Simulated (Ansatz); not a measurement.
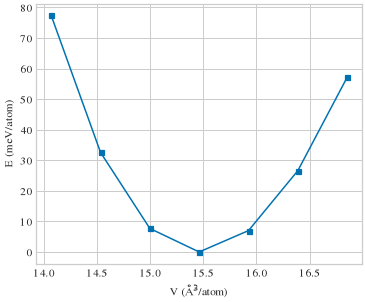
Figure. Zr2SiN in space group P6_3/mmc (No. 194; Zr on 4f, Si on 2d, N on 2a) under volume change, the program Ansatz at the r²SCAN level (PAW), shape and atoms relaxed at each volume.

Question: What does a third-order Birch–Murnaghan fit give for V₀, B₀ and B′?

Answer: V₀ = 15.46 Å³/atom, B₀ = 169 GPa, B′ = 4.1.

The start of the workflow was typed in or built on a structure type; neither database checked (COD, Materials Project) lists it. Whether it is the stable phase at ambient conditions was not checked. The cell was relaxed with r²SCAN under the symmetry of its start; whether a distortion lowers the energy is not shown. No spin polarisation was allowed.

Potentials: the earlier of the program's two PAW sets.
